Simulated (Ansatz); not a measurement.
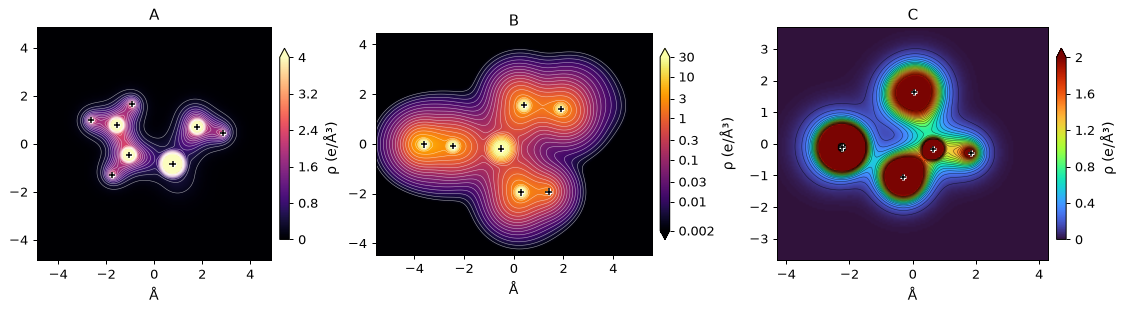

The electron density of 3 systems, each on a plane through atoms (crosses mark nuclei in the plane).

Method: isolated molecule in a Gaussian basis; Kohn-Sham density functional theory, functional PBE0 (Ansatz 0.2.0).

System 1: BClHOSn (doublet), the molecular plane. Geometry: B3LYP-D3(BJ)/def2-SVP; core potentials replace the inner electrons of Sn.

```xyz
5

B     0.2521   -1.3833   -1.5055
Cl   -0.4568    0.2761   -0.9098
O     1.5114   -1.3610   -1.8092
Sn    2.3337    0.6099   -1.5104
H    -0.5472   -2.2792   -1.5368
```

System 2: C$_{4}$H$_{9}$ClSi (SMILES C=C[Si](C)(C)Cl), the plane of atoms C2, C1 and H8. Geometry: PBE0-D3(BJ)/def2-SVP.

```xyz
15

C     1.1982    2.0769   -1.2770
C     0.2703    1.1605   -1.5757
C     1.0805   -0.4573    0.9259
C     0.1519   -1.9131   -1.6510
Cl   -2.0067   -0.3360    0.0782
Si   -0.0206   -0.3905   -0.5813
H     1.3506    2.9741   -1.8876
H     1.8525    1.9779   -0.4033
H    -0.3550    1.3281   -2.4633
H     0.8488   -1.3514    1.5243
H     2.1420   -0.5055    0.6349
H     0.9321    0.4264    1.5643
H     1.1827   -2.0005   -2.0299
H    -0.0884   -2.8226   -1.0795
H    -0.5290   -1.8628   -2.5141
```

System 3: C$_{5}$H$_{8}$AlN (SMILES C=C[CH2][Al]([CH3])[C]#N), the plane of atoms C3, Al6 and C5. Geometry: r2SCAN-D4/def2-SVP.

| atom | x (Å) | y (Å) | z (Å) |
| --- | --- | --- | --- |
| C | -1.6727 | -2.8762 | 2.0354 |
| C | -1.4224 | -1.6187 | 2.4311 |
| C | -0.5366 | -0.6368 | 1.7391 |
| C | -3.4659 | 0.8267 | 0.4988 |
| C | -0.4429 | 1.8056 | -0.4848 |
| Al | -1.5420 | 0.6305 | 0.6278 |
| N | 0.2220 | 2.5043 | -1.1428 |
| H | -2.3651 | -3.5181 | 2.5867 |
| H | -1.1843 | -3.3081 | 1.1537 |
| H | -1.9414 | -1.2485 | 3.3277 |
| H | 0.1836 | -1.1430 | 1.0673 |
| H | 0.0771 | -0.0596 | 2.4571 |
| H | -3.7868 | 1.8277 | 0.8373 |
| H | -3.8049 | 0.7403 | -0.5483 |
| H | -4.0122 | 0.0774 | 1.0933 |

### Which map belongs to which system?

Panel A is system 2, C$_{4}$H$_{9}$ClSi: the plane holds C, Si and H. C–C (1.34 Å): ρ is about 2.3 e/Å³ halfway. Panel B is system 3, C$_{5}$H$_{8}$AlN: the plane holds C, Al, N and H. C–N (1.17 Å): ρ is about 3.5 e/Å³ halfway. Panel C is system 1, BClHOSn: the plane holds B, Cl, O, Sn and H. B–O (1.30 Å): ρ is about 2.5 e/Å³ halfway.
